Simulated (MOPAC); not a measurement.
## Geometry relaxation, with input and output: CH₅AlO (charge +1) (part 1 of 3)

CH₅AlO, charge +1, multiplicity 2, computed with PM6-D3, unrestricted, dispersion D3 (MOPAC 23.2.5).

The starting geometry was optimised with PM6-D3.

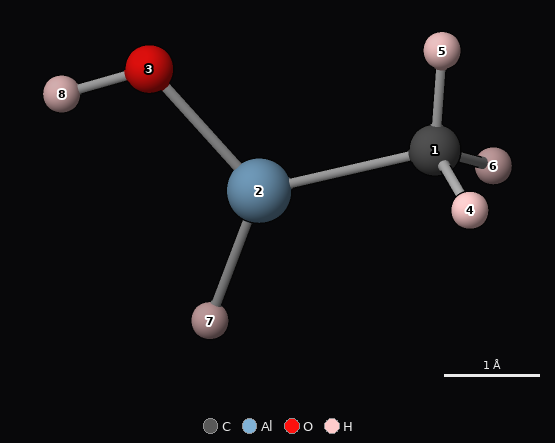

Fig. 1: The starting structure (ball-and-stick view, seen at a tilt; atoms are numbered from 1 in the order of the input). Sticks mark near contacts.

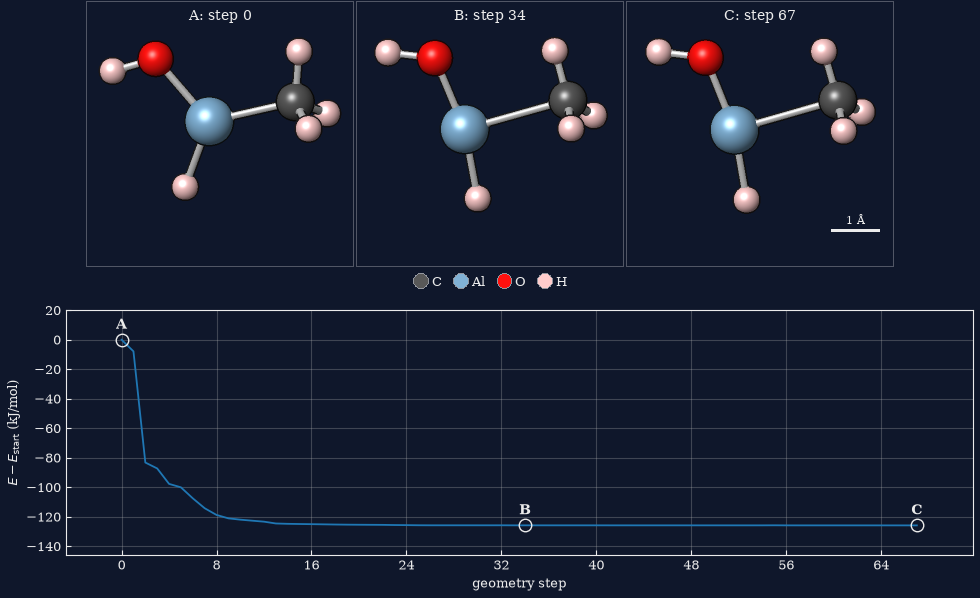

Fig. 2: Frames of the relaxation (ball-and-stick view, seen at a tilt) above the curves, on which the letters mark them (steps are counted from 0).

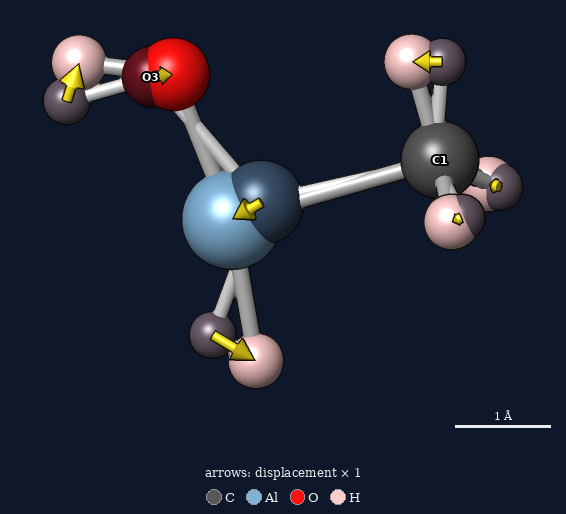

Fig. 3: Start (faint) and end (solid) with the displacements as yellow arrows, at true length (ball-and-stick view, seen at a tilt). The two geometries are laid on each other by the best rigid fit. Over 67 geometry steps the energy falls by 125.8 kJ/mol. The largest force component goes from 4 to 0.00084 eV/Å. The largest move after the best rigid fit is that of H7, 0.53 Å. By element the largest moves are H 0.53 Å, Al 0.37 Å, O 0.22 Å, C 0.07 Å. Among the contacts that change: C1–Al2 1.938 → 2.364 Å, Al2–O3 1.750 → 1.665 Å, O3–H8 0.982 → 1.016 Å, Al2–H7 1.559 → 1.540 Å. Among the angles that change: O3–Al2–H7 118.7° → 167.6°, C1–Al2–H7 125.4° → 98.9°, C1–Al2–O3 115.9° → 93.5°. (Atoms are counted from 1 in the order of the input.)

These pictures come from the run below.

Input file (ch5alo.mop):
```
DOUBLET UHF CYCLES=300 CHARGE=1 GNORM=0.05 DISP PM6-D3 AUX(PRECISION=6) THREADS=1
CH5AlO optimise

C     -0.770902 1     0.990168 1    -0.079482 1
Al     0.588238 1    -0.379578 1    -0.254214 1
O      0.520211 1    -1.676854 1     0.917780 1
H     -0.305118 1     1.948548 1     0.160128 1
H     -1.459894 1     0.715905 1     0.724843 1
H     -1.327240 1     1.088140 1    -1.013771 1
H      1.708931 1    -0.406082 1    -1.337517 1
H      1.227867 1    -2.345956 1     0.789299 1
```

Run as:
```bash
mopac ch5alo.mop
```

What the program printed:
```
MOPAC v23.2.5
PM6-D3 CALCULATION RESULTS

 *  PM6-D3     - CORRECT DISPERSION USING D3 METHOD
 *  DOUBLET    - SPIN STATE DEFINED AS A DOUBLET
 *  UHF        - UNRESTRICTED HARTREE-FOCK CALCULATION
 *
 *
 *
 *                 CHARGE ON SYSTEM = +1
 *
 *
 *
 *  THREADS=1  - MULTI-THREADING NOT USED
 *  CYCLES=    - DO A MAXIMUM OF 300 STEPS
 *  GNORM      - EXIT WHEN GRADIENT NORM DROPS BELOW 0.050
 *  AUX        - OUTPUT AUXILIARY INFORMATION
 *  DISP       - PRINT DISPERSION AND HYDROGEN BOND ENERGIES
DOUBLET UHF CYCLES=300 CHARGE=1 GNORM=0.05 DISP PM6-D3 AUX(PRECISION=6) THREADS=1
 CH5AlO optimise

   ATOM   CHEMICAL          X               Y               Z
  NUMBER   SYMBOL      (ANGSTROMS)     (ANGSTROMS)     (ANGSTROMS)

     1       C         -0.77090200  *   0.99016800  *  -0.07948200  *
     2      Al          0.58823800  *  -0.37957800  *  -0.25421400  *
     3       O          0.52021100  *  -1.67685400  *   0.91778000  *
     4       H         -0.30511800  *   1.94854800  *   0.16012800  *
     5       H         -1.45989400  *   0.71590500  *   0.72484300  *
     6       H         -1.32724000  *   1.08814000  *  -1.01377100  *
     7       H          1.70893100  *  -0.40608200  *  -1.33751700  *
     8       H          1.22786700  *  -2.34595600  *   0.78929900  *

          CARTESIAN COORDINATES

    NO.       ATOM           X           Y           Z

     1         C         -0.7709      0.9902     -0.0795
     2        Al          0.5882     -0.3796     -0.2542
     3         O          0.5202     -1.6769      0.9178
     4         H         -0.3051      1.9485      0.1601
     5         H         -1.4599      0.7159      0.7248
     6         H         -1.3272      1.0881     -1.0138
     7         H          1.7089     -0.4061     -1.3375
     8         H          1.2279     -2.3460      0.7893

           Empirical Formula: C H5 O Al  =     8 atoms

      MOLECULAR POINT GROUP   :   Cs

 DOUBLET STATE CALCULATION

          UHF CALCULATION, NO. OF ALPHA ELECTRONS =    9
                           NO. OF BETA  ELECTRONS =    8

          Geometry optimization using EF

          DIAGONAL MATRIX USED AS START HESSIAN

 CYCLE:     1 TIME:   0.008 TIME LEFT:  2.00D  GRAD.:   163.056 HEAT:  199.2428
 CYCLE:     2 TIME:   0.004 TIME LEFT:  2.00D  GRAD.:   264.098 HEAT:  197.3696
 CYCLE:     3 TIME:   0.000 TIME LEFT:  2.00D  GRAD.:    69.608 HEAT:  179.3557
 CYCLE:     4 TIME:   0.004 TIME LEFT:  2.00D  GRAD.:    75.657 HEAT:  178.3950
 CYCLE:     5 TIME:   0.004 TIME LEFT:  2.00D  GRAD.:    30.473 HEAT:  175.8951
 CYCLE:     6 TIME:   0.000 TIME LEFT:  2.00D  GRAD.:    53.673 HEAT:  175.3352
 CYCLE:     7 TIME:   0.004 TIME LEFT:  2.00D  GRAD.:    53.815 HEAT:  173.5540
 CYCLE:     8 TIME:   0.004 TIME LEFT:  2.00D  GRAD.:    32.783 HEAT:  171.9515
 CYCLE:     9 TIME:   0.004 TIME LEFT:  2.00D  GRAD.:    16.718 HEAT:  170.8611
 CYCLE:    10 TIME:   0.004 TIME LEFT:  2.00D  GRAD.:    12.128 HEAT:  170.3109
 CYCLE:    11 TIME:   0.000 TIME LEFT:  2.00D  GRAD.:    13.241 HEAT:  170.0991
 CYCLE:    12 TIME:   0.004 TIME LEFT:  2.00D  GRAD.:    12.266 HEAT:  169.9331
 CYCLE:    13 TIME:   0.004 TIME LEFT:  2.00D  GRAD.:     9.094 HEAT:  169.7745
 CYCLE:    14 TIME:   0.004 TIME LEFT:  2.00D  GRAD.:     8.681 HEAT:  169.4787
 CYCLE:    15 TIME:   0.000 TIME LEFT:  2.00D  GRAD.:     4.625 HEAT:  169.4240
 CYCLE:    16 TIME:   0.004 TIME LEFT:  2.00D  GRAD.:     3.343 HEAT:  169.3942
 CYCLE:    17 TIME:   0.004 TIME LEFT:  2.00D  GRAD.:     3.509 HEAT:  169.3690
 CYCLE:    18 TIME:   0.000 TIME LEFT:  2.00D  GRAD.:     3.636 HEAT:  169.3419
 CYCLE:    19 TIME:   0.004 TIME LEFT:  2.00D  GRAD.:     3.072 HEAT:  169.3114
 CYCLE:    20 TIME:   0.000 TIME LEFT:  2.00D  GRAD.:     2.565 HEAT:  169.2894
 CYCLE:    21 TIME:   0.004 TIME LEFT:  2.00D  GRAD.:     2.360 HEAT:  169.2758
 CYCLE:    22 TIME:   0.004 TIME LEFT:  2.00D  GRAD.:     2.496 HEAT:  169.2647
 CYCLE:    23 TIME:   0.000 TIME LEFT:  2.00D  GRAD.:     2.399 HEAT:  169.2550
 CYCLE:    24 TIME:   0.004 TIME LEFT:  2.00D  GRAD.:     4.253 HEAT:  169.2280
 CYCLE:    25 TIME:   0.004 TIME LEFT:  2.00D  GRAD.:     3.411 HEAT:  169.2133
 CYCLE:    26 TIME:   0.000 TIME LEFT:  2.00D  GRAD.:     1.783 HEAT:  169.1923
 CYCLE:    27 TIME:   0.004 TIME LEFT:  2.00D  GRAD.:     0.396 HEAT:  169.1852
 CYCLE:    28 TIME:   0.004 TIME LEFT:  2.00D  GRAD.:     0.518 HEAT:  169.1850
 CYCLE:    29 TIME:   0.000 TIME LEFT:  2.00D  GRAD.:     0.301 HEAT:  169.1846
 CYCLE:    30 TIME:   0.004 TIME LEFT:  2.00D  GRAD.:     0.301 HEAT:  169.1845
 CYCLE:    31 TIME:   0.004 TIME LEFT:  2.00D  GRAD.:     0.498 HEAT:  169.1841
 CYCLE:    32 TIME:   0.000 TIME LEFT:  2.00D  GRAD.:     0.456 HEAT:  169.1835
 CYCLE:    33 TIME:   0.004 TIME LEFT:  2.00D  GRAD.:     2.012 HEAT:  169.1873
 CYCLE:    34 TIME:   0.004 TIME LEFT:  2.00D  GRAD.:     0.380 HEAT:  169.1799
 CYCLE:    35 TIME:   0.004 TIME LEFT:  2.00D  GRAD.:     0.233 HEAT:  169.1796
 CYCLE:    36 TIME:   0.004 TIME LEFT:  2.00D  GRAD.:     0.158 HEAT:  169.1795
 CYCLE:    37 TIME:   0.000 TIME LEFT:  2.00D  GRAD.:     0.142 HEAT:  169.1794
 CYCLE:    38 TIME:   0.004 TIME LEFT:  2.00D  GRAD.:     0.230 HEAT:  169.1793
 CYCLE:    39 TIME:   0.000 TIME LEFT:  2.00D  GRAD.:     0.170 HEAT:  169.1793
 CYCLE:    40 TIME:   0.004 TIME LEFT:  2.00D  GRAD.:     0.175 HEAT:  169.1792
 CYCLE:    41 TIME:   0.000 TIME LEFT:  2.00D  GRAD.:     0.226 HEAT:  169.1790
 CYCLE:    42 TIME:   0.004 TIME LEFT:  2.00D  GRAD.:     0.345 HEAT:  169.1781
 CYCLE:    43 TIME:   0.004 TIME LEFT:  2.00D  GRAD.:     0.325 HEAT:  169.1776
 CYCLE:    44 TIME:   0.000 TIME LEFT:  2.00D  GRAD.:     0.179 HEAT:  169.1773
 CYCLE:    45 TIME:   0.004 TIME LEFT:  2.00D  GRAD.:     0.124 HEAT:  169.1771
 CYCLE:    46 TIME:   0.004 TIME LEFT:  2.00D  GRAD.:     0.173 HEAT:  169.1773
 CYCLE:    47 TIME:   0.000 TIME LEFT:  2.00D  GRAD.:     0.091 HEAT:  169.1771
 CYCLE:    48 TIME:   0.004 TIME LEFT:  2.00D  GRAD.:     0.103 HEAT:  169.1771
 CYCLE:    49 TIME:   0.004 TIME LEFT:  2.00D  GRAD.:     0.113 HEAT:  169.1770
 CYCLE:    50 TIME:   0.000 TIME LEFT:  2.00D  GRAD.:     0.100 HEAT:  169.1770
 CYCLE:    51 TIME:   0.004 TIME LEFT:  2.00D  GRAD.:     0.116 HEAT:  169.1768
 CYCLE:    52 TIME:   0.000 TIME LEFT:  2.00D  GRAD.:     0.216 HEAT:  169.1762
 CYCLE:    53 TIME:   0.004 TIME LEFT:  2.00D  GRAD.:     0.306 HEAT:  169.1758
 CYCLE:    54 TIME:   0.004 TIME LEFT:  2.00D  GRAD.:     0.211 HEAT:  169.1752
 CYCLE:    55 TIME:   0.000 TIME LEFT:  2.00D  GRAD.:     1.904 HEAT:  169.1780
 CYCLE:    56 TIME:   0.004 TIME LEFT:  2.00D  GRAD.:     3.038 HEAT:  169.1863
 CYCLE:    57 TIME:   0.004 TIME LEFT:  2.00D  GRAD.:     0.975 HEAT:  169.1751
 CYCLE:    58 TIME:   0.004 TIME LEFT:  2.00D  GRAD.:     0.423 HEAT:  169.1738
 CYCLE:    59 TIME:   0.004 TIME LEFT:  2.00D  GRAD.:     0.141 HEAT:  169.1734
 CYCLE:    60 TIME:   0.000 TIME LEFT:  2.00D  GRAD.:     0.219 HEAT:  169.1733
 CYCLE:    61 TIME:   0.004 TIME LEFT:  2.00D  GRAD.:     1.158 HEAT:  169.1735
 CYCLE:    62 TIME:   0.004 TIME LEFT:  2.00D  GRAD.:     0.247 HEAT:  169.1728
 CYCLE:    63 TIME:   0.000 TIME LEFT:  2.00D  GRAD.:     0.274 HEAT:  169.1726
 CYCLE:    64 TIME:   0.004 TIME LEFT:  2.00D  GRAD.:     0.905 HEAT:  169.1725
 CYCLE:    65 TIME:   0.000 TIME LEFT:  2.00D  GRAD.:     0.121 HEAT:  169.1722
 CYCLE:    66 TIME:   0.004 TIME LEFT:  2.00D  GRAD.:     0.093 HEAT:  169.1720
 CYCLE:    67 TIME:   0.004 TIME LEFT:  2.00D  GRAD.:     0.091 HEAT:  169.1719
 CYCLE:    68 TIME:   0.000 TIME LEFT:  2.00D  GRAD.:     0.041 HEAT:  169.1719

     GRADIENT =  0.04143 IS LESS THAN CUTOFF =  0.05000

 -------------------------------------------------------------------------------
 DOUBLET UHF CYCLES=300 CHARGE=1 GNORM=0.05 DISP PM6-D3 AUX(PRECISION=6) THREADS=1
 CH5AlO optimise

     GEOMETRY OPTIMISED USING EIGENVECTOR FOLLOWING (EF).
     SCF FIELD WAS ACHIEVED

                              PM6-D3 CALCULATION

          FINAL HEAT OF FORMATION =        169.17187 KCAL/MOL =     707.81512 KJ/MOL

          TOTAL ENERGY            =     -12083.59156 KCAL/MOL = ELECTRONIC ENERGY + CORE-CORE REPULSION
          ENERGY OF ATOMS         =      12253.51318 KCAL/MOL
                              SUM =        169.92162 KCAL/MOL
          DISPERSION ENERGY       =         -0.74974 KCAL/MOL
                              SUM =        169.17187 KCAL/MOL = FINAL HEAT OF FORMATION

          TOTAL ENERGY            =       -523.99412 EV
          ELECTRONIC ENERGY       =      -1270.34657 EV
          CORE-CORE REPULSION     =        746.35244 EV
          COSMO AREA              =        106.94 SQUARE ANGSTROMS
          COSMO VOLUME            =         93.65 CUBIC ANGSTROMS

          GRADIENT NORM           =          0.04143          =       0.01465 PER ATOM
          IONIZATION POTENTIAL    =         16.082024 EV
          ALPHA SOMO LUMO (EV)    =        -16.082 -3.939
          BETA  SOMO LUMO (EV)    =        -17.512 -6.789
          NO. OF ALPHA ELECTRONS  =          9
          NO. OF BETA  ELECTRONS  =          8
          MOLECULAR WEIGHT        =         60.0314         POINT GROUP:  Cs

          MOLECULAR DIMENSIONS (Angstroms)

            Atom       Atom       Distance
            H     8    H     6     4.50767
            H     7    H     5     3.66837
            H     6    H     4     1.81166

          SCF CALCULATIONS        =         70

          WALL-CLOCK TIME         =      0.191 SECONDS
          COMPUTATION TIME        =      0.124 SECONDS

   ATOM   CHEMICAL          X               Y               Z
  NUMBER   SYMBOL      (ANGSTROMS)     (ANGSTROMS)     (ANGSTROMS)

     1       C         -0.86968638  *   1.03665022  *  -0.00736093  *
     2      Al          0.84075791  *  -0.55830804  *  -0.35502429  *
     3       O          0.35636391  *  -1.50714428  *   0.92393505  *
     4       H         -0.25291382  *   1.90377640  *   0.18295789  *
     5       H         -1.27478349  *   0.48455361  *   0.83740481  *
     6       H         -1.36362497  *   0.96209030  *  -0.96591286  *
     7       H          1.52323661  *   0.08651201  *  -1.57588385  *
     8       H          0.89991315  *  -2.34825282  *   1.09251550  *

                             CARTESIAN COORDINATES

   1    C       -0.869686378     1.036650219    -0.007360926
   2   Al        0.840757914    -0.558308036    -0.355024289
   3    O        0.356363907    -1.507144279     0.923935054
   4    H       -0.252913816     1.903776402     0.182957894
   5    H       -1.274783491     0.484553607     0.837404806
   6    H       -1.363624968     0.962090300    -0.965912859
   7    H        1.523236614     0.086512013    -1.575883845
   8    H        0.899913147    -2.348252819     1.092515500

           Empirical Formula: C H5 O Al  =     8 atoms

      MOLECULAR POINT GROUP   :   Cs

          ALPHA EIGENVALUES
 -34.08064 -29.53592 -23.04991 -20.36501 -19.65936 -19.35963 -18.56650 -17.53421
 -16.08202  -3.93909  -3.89635  -3.24263  -0.64720   0.82612   0.90228   1.09997
   1.51768  82.60987  82.79468  84.04561  84.10016  85.38803

           BETA EIGENVALUES
 -34.05211 -29.07676 -22.93612 -20.22253 -19.33095 -19.05184 -18.43945 -17.51239
  -6.78864  -3.88680  -3.45606  -2.61638  -0.56997   1.03489   1.11406   1.30513
   1.56316  83.05596  83.23132  84.10348  84.49419  85.57584

              NET ATOMIC CHARGES AND DIPOLE CONTRIBUTIONS

  ATOM NO.   TYPE          CHARGE      No. of ELECS.   s-Pop       p-Pop       d-Pop
    1          C          -0.408695        4.4087     1.18411     3.22459
    2         Al           0.996663        2.0033     0.94047     1.00605     0.05682
    3          O          -0.538060        6.5381     1.81225     4.72581
    4          H           0.183568        0.8164     0.81643
    5          H           0.200090        0.7999     0.79991
    6          H           0.183494        0.8165     0.81651
    7          H           0.014143        0.9859     0.98586
    8          H           0.368798        0.6312     0.63120
 DIPOLE           X         Y         Z       TOTAL
 POINT-CHG.     2.461     0.076    -2.505     3.512
 HYBRID        -0.260    -0.154     0.389     0.492
 SUM            2.201    -0.078    -2.116     3.054

          ATOMIC ORBITAL ELECTRON POPULATIONS

     Atom    s        px        py        pz      x^2-y^2     xz        z^2       yz        xy
    1  C   1.18411   1.00705   1.05616   1.16138
    2 Al   0.94047   0.23001   0.30389   0.47216   0.00650   0.01083   0.01251   0.01568   0.01130
    3  O   1.81225   1.62572   1.49528   1.60481
    4  H   0.81643
    5  H   0.79991
    6  H   0.81651
    7  H   0.98586
    8  H   0.63120

                    (SZ)    =    0.500000
                    (S**2)  =    0.753274

          ATOMIC ORBITAL SPIN POPULATIONS

    Atom   Total    s     px     py     pz   x^2-y^2  xz     z^2    yz     xy
         Atomic
    1  C  0.9499  0.020  0.503  0.355  0.071
    2 Al  0.0750 -0.009  0.051  0.027  0.003  0.000  0.000  0.001  0.000  0.001
    3  O  0.0089  0.002  0.000  0.004  0.003
    4  H -0.0245 -0.025
    5  H -0.0221 -0.022
    6  H -0.0245 -0.024
    7  H  0.0312  0.031
    8  H  0.0061  0.006

 *                    *
 * JOB ENDED NORMALLY *
 *                    *

 TOTAL JOB TIME:             0.20 SECONDS

 == MOPAC DONE ==
```

Trajectory as extended XYZ (Å, eV, eV/Å), 68 frames, from step=0 to step=67:
```
8
Properties=species:S:1:pos:R:3:forces:R:3 step=0 energy=8.63999
C    -0.7709    0.9902   -0.0795   -2.6587   3.2697  -0.1521
Al    0.5882   -0.3796   -0.2542    1.0858  -4.0336   2.3668
O     0.5202   -1.6769    0.9178   -0.2452   1.6478  -1.1633
H    -0.3051    1.9485    0.1601    0.8226   0.2142   0.0834
H    -1.4599    0.7159    0.7248    0.1214  -0.9851   0.6118
H    -1.3272    1.0881   -1.0138    0.0784  -0.3796  -0.7336
H     1.7089   -0.4061   -1.3375    0.6168   0.6264  -1.1425
H     1.2279   -2.3460    0.7893    0.1790  -0.3598   0.1296
8
Properties=species:S:1:pos:R:3:forces:R:3 step=1 energy=8.55875
C    -0.8238    1.0748   -0.0935   -1.6627   0.3086   0.5907
Al    0.6088   -0.4756   -0.1804    2.2252   4.6029  -6.1333
O     0.5323   -1.6206    0.8501   -0.8858  -5.4256   5.4307
H    -0.2947    1.9545    0.1600    0.8370   0.6886   0.0703
H    -1.4586    0.6856    0.7505    0.4886  -0.3044  -0.2441
H    -1.3291    1.0744   -1.0458    0.0709  -0.1683  -0.5840
H     1.7189   -0.3829   -1.3940   -1.1793   0.7150   0.6183
H     1.2362   -2.3508    0.7887    0.1060  -0.4169   0.2514
8
Properties=species:S:1:pos:R:3:forces:R:3 step=2 energy=7.77760
C    -0.8878    1.1551   -0.0731   -1.2241  -1.3058  -0.2267
Al    0.6557   -0.4773   -0.2583    0.8346  -0.8607   0.0268
O     0.5193   -1.6854    0.9403   -0.4954   0.9978  -0.4276
H    -0.2790    1.9702    0.1845    0.5680   0.7519   0.1028
H    -1.4564    0.6456    0.7587    0.4140   0.2593  -0.4975
H    -1.3259    1.0623   -1.1014    0.3811   0.1395   0.6095
H     1.7224   -0.3402   -1.4036   -0.6580   0.5180   0.1575
H     1.2418   -2.3667    0.7944    0.1797  -0.5000   0.2552
8
Properties=species:S:1:pos:R:3:forces:R:3 step=3 energy=7.73594
C    -0.9178    1.1374   -0.0605    1.2489   0.9554   0.1544
Al    0.6852   -0.5003   -0.2909   -0.1923  -1.0821   1.3658
O     0.4989   -1.6577    0.9489    0.2693   0.3832  -0.7477
H    -0.2576    2.0121    0.2082   -0.4716  -0.7360  -0.2554
H    -1.4435    0.6574    0.7132   -0.4319  -0.4782   0.8501
H    -1.3146    1.0743   -1.0387   -0.1831   0.0289  -0.7802
H     1.7069   -0.3102   -1.3839    0.3097   0.6371  -0.9038
H     1.2440   -2.3934    0.8244   -0.5489   0.2916   0.3166
8
Properties=species:S:1:pos:R:3:forces:R:3 step=4 energy=7.62753
C    -0.9133    1.1427   -0.0561    0.3757   0.1980  -0.3546
Al    0.6871   -0.5057   -0.2788    0.4783  -0.4308   0.0618
O     0.4971   -1.6583    0.9378    0.0225   0.0579  -0.0966
H    -0.2622    2.0027    0.1955   -0.2590  -0.4251  -0.1302
H    -1.4480    0.6470    0.7454   -0.0450  -0.0891   0.1433
H    -1.3160    1.0766   -1.0793    0.1601   0.0370   0.3081
H     1.7051   -0.2836   -1.4230   -0.3427   0.4800  -0.1388
H     1.2378   -2.3904    0.8513   -0.3899   0.1720   0.2070
8
Properties=species:S:1:pos:R:3:forces:R:3 step=5 energy=7.60325
C    -0.9140    1.1549   -0.0726   -0.0362  -0.8218   1.4104
Al    0.7004   -0.5176   -0.2774    0.6567  -0.1036  -0.4298
O     0.4902   -1.6611    0.9314   -0.2186   0.0688   0.1397
H    -0.2715    1.9802    0.1862    0.1166   0.1509  -0.0033
H    -1.4519    0.6349    0.7802    0.4720   0.3945  -0.7353
H    -1.3130    1.0823   -1.0449   -0.2800  -0.0264  -0.7096
H     1.6904   -0.2317   -1.4518   -0.5491   0.3638   0.1684
H     1.2235   -2.3822    0.8951   -0.1615  -0.0263   0.1595
```
